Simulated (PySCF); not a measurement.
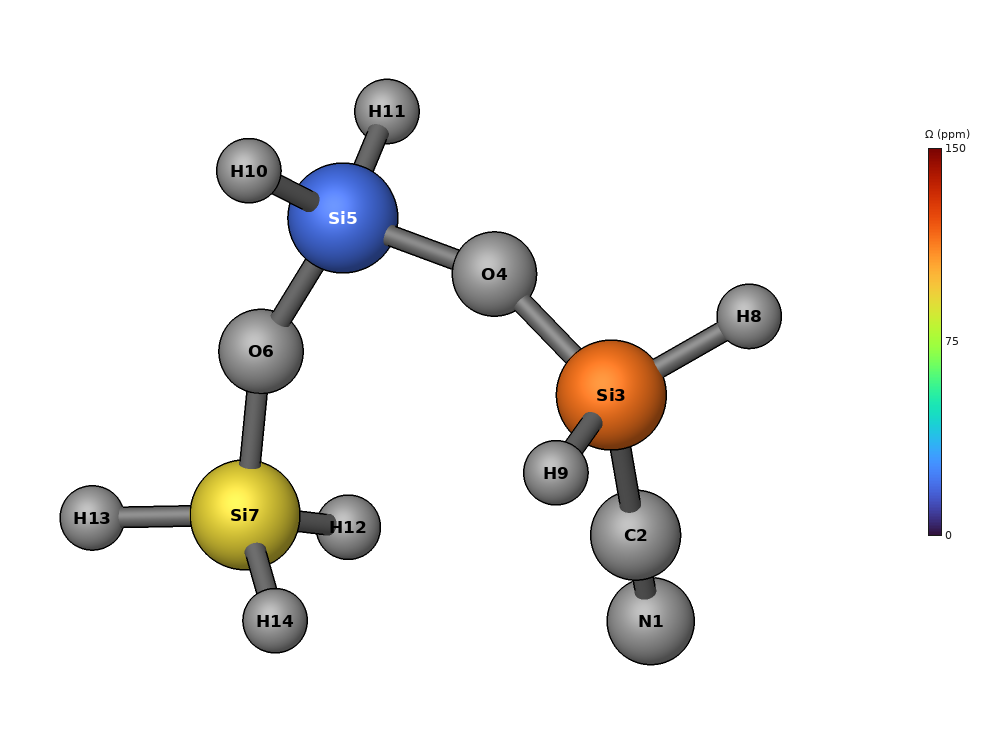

The Si atoms are coloured by the span of their shielding tensor. The geometry was computed by an optimisation with GFN2-xTB. No frequency run is at hand to confirm it as a minimum. Properties computed with GIAO PBE0/pcSseg-1 NMR shielding, non-relativistic, gas phase (PySCF 2.14.0). Principal shieldings σ11 ≤ σ22 ≤ σ33, span Ω = σ33 − σ11, skew κ = 3(σiso − σ22)/Ω.

> Which Si atom has the most anisotropic shielding?

Si3, with a span of 115 ppm.

Give the shielding tensors of the Si atoms.

```csv
atom,σ11,σ22,σ33,σiso,Ω,κ
Si3,354.0,417.8,468.6,413.5,114.6,−0.11
Si5,383.2,397.1,403.5,394.6,20.4,−0.37
Si7,354.5,360.5,446.7,387.2,92.2,0.87
```

Shieldings and span in ppm.

The geometry is semi-empirical. Around Si such bond lengths and angles can be off by a tenth of an ångström or more and by several degrees, and values that hang on the shape move with them.
